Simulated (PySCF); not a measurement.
SMILES COC([SiH2]O[SiH3])=O at its GFN2-xTB optimised geometry (Å):

```
15

C      2.5443    -1.8629     0.0000
O      1.1187    -1.8629     0.0000
C      0.5150    -0.6694     0.0000
O      1.1254     0.3744     0.0003
Si    -1.3978    -0.7981    -0.0013
O     -1.9317     0.7186     0.0016
Si    -1.5795     2.3204     0.0012
H      2.9199    -1.3417    -0.8826
H      2.9200    -1.3582     0.8922
H      2.8511    -2.9054    -0.0096
H     -1.8477    -1.4453     1.2262
H     -1.8459    -1.4397    -1.2324
H     -2.9200     2.9054    -0.0060
H     -0.8436     2.6296     1.2213
H     -0.8315     2.6278    -1.2118
```

Level of theory: PBE/def2-TZVP (PySCF). Cells within 0.4 Å of a nucleus heavier than hydrogen are left out (blank, or x).

Map of the Laplacian of the electron density (e/bohr⁵), clipped to [-1.50, 1.50] on the plane z = 0.0 Å:

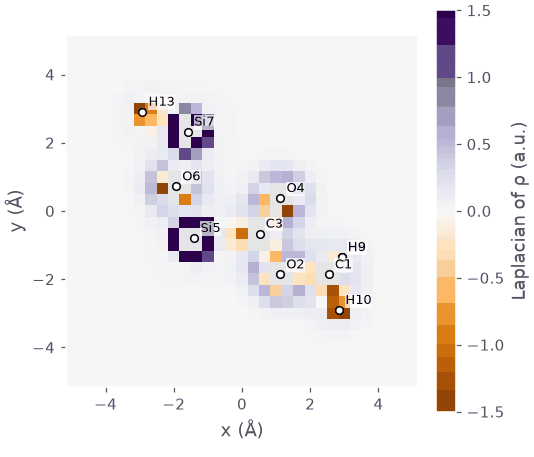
Figure. Laplacian of the electron density (e/bohr⁵), clipped to [-1.50, 1.50] on the plane z = 0.0 Å.
